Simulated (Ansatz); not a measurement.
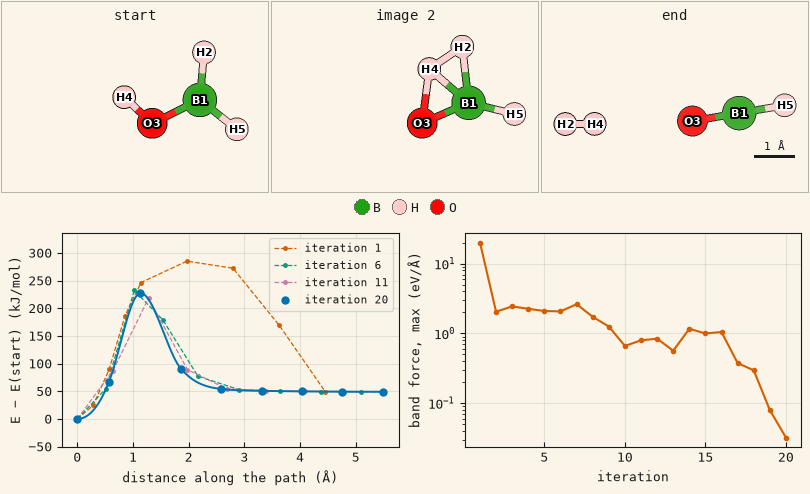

NEB run on BH₃O. Images are numbered from 0 (start) to 8 (end). The plot follows the band through its iterations. Style: ball-and-stick. Shown at a tilt.

All numbers below come from Ansatz, UKS PBE-D4/6-31G*. Settings: 7 movable images; climbing image; force threshold 0.05 eV/Å; iteration limit 60; starting path through a guess of the saddle point.

Did the band converge, and can the barrier be trusted?

Answer. The result is final at these settings. The band converged in 20 iterations. The largest component of the band force went from 20 to 0.032 eV/Å. The climbing image converged on the top of the path. Its vibrational analysis gives one imaginary mode (1685i cm⁻¹), as a transition state must have. The first iteration put the highest image at 285.2 kJ/mol. The energy climbs by 227.5 kJ/mol to image 2 and then falls by 178.4 kJ/mol, so the end point sits at +49.0 kJ/mol.

The run took roughly 3 core-minutes on a shared host.
